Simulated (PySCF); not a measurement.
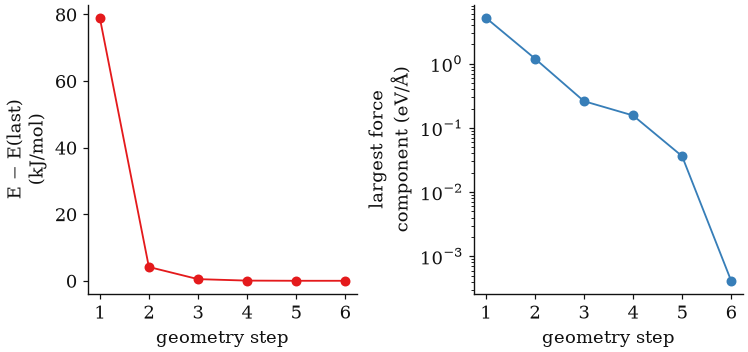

History of a geometry optimisation. The start has point group C3v, which is kept. A held symmetry can leave a saddle point.

The run: O3Os molecule (charge +1), multiplicity 2, by UKS-based B3LYP, Os def2-SVP with ECP60, O def2-SVP; non-relativistic Hamiltonian with scalar-relativistic core potentials; density fitting (PySCF 2.14.0).

> How did the optimisation end?

The optimisation met its thresholds at geometry 6, counting the start as the first. The energy fell by about 79 kJ/mol from the first step to the last. The largest force component goes from about 5.2 eV/Å at the start to 4 × 10⁻⁴ eV/Å at the end.
